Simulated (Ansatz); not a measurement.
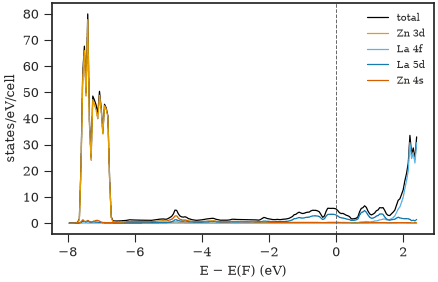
*Total and projected density of states of LaZn2 in space group Imma (No. 74; La on 4e, Zn on 8h), plane-wave PAW r²SCAN (Ansatz code)*

Question: Which orbitals carry the states next to the Fermi level?

Answer: Within 0.5 eV of the Fermi level: La 5d 58 %, La 4f 6 %, outside the projected shells 26 %. Projections are on Löwdin-orthogonalised atomic valence shells; empty p or d shells of many metals are not among them.

Question: Where is the tallest occupied peak in this window, and what makes it?

Answer: Near -7.4 eV, about 80 states/eV per cell; the largest projected share is Zn 3d.

The first step of the workflow began from a Materials Project structure, measured or hypothetical; the Crystallography Open Database files this formula in space group No. 74, but the cells were not matched. Whether it is the stable phase at ambient conditions was not checked. The cell was relaxed with r²SCAN under the symmetry of its start; its stability against distortions is not shown here. Scalar-relativistic: spin–orbit coupling is off unless named, which matters more the heavier the elements.

Potentials: the later of the program's two PAW sets.
